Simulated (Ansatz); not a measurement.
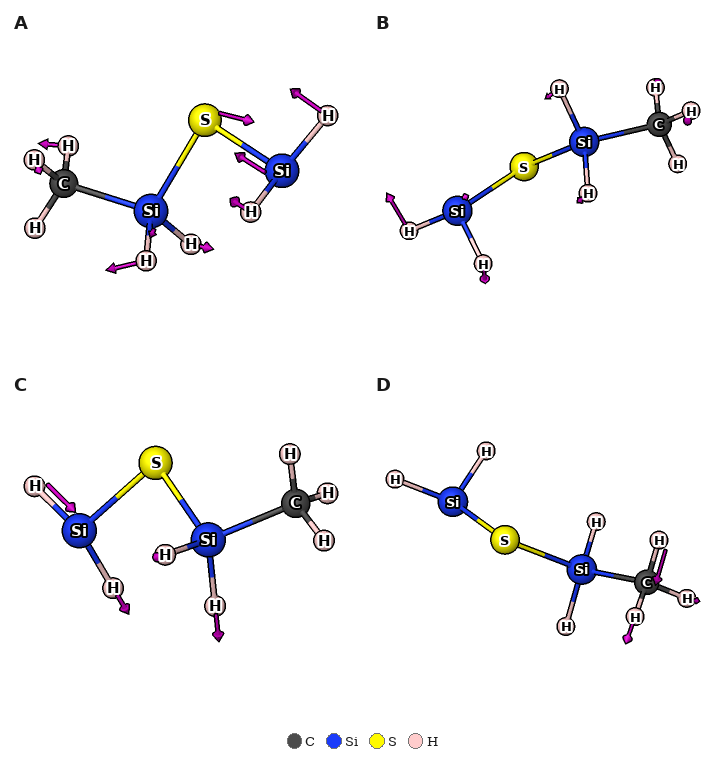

4 normal modes of one molecule or complex, as arrows. Charge 0, doublet. Harmonic vibrations computed with UKS PBE0-D4/def2-TZVP (Ansatz 0.2.0) at a stationary point of the same level.

> Match the panels to the wavenumbers 96 cm⁻¹, 526 cm⁻¹, 2218 cm⁻¹, 3148 cm⁻¹.

A: 526 cm⁻¹, S–Si stretching
B: 96 cm⁻¹
C: 2218 cm⁻¹, out-of-phase stretching of 3 Si–H bonds
D: 3148 cm⁻¹, out-of-phase stretching of 2 C–H bonds
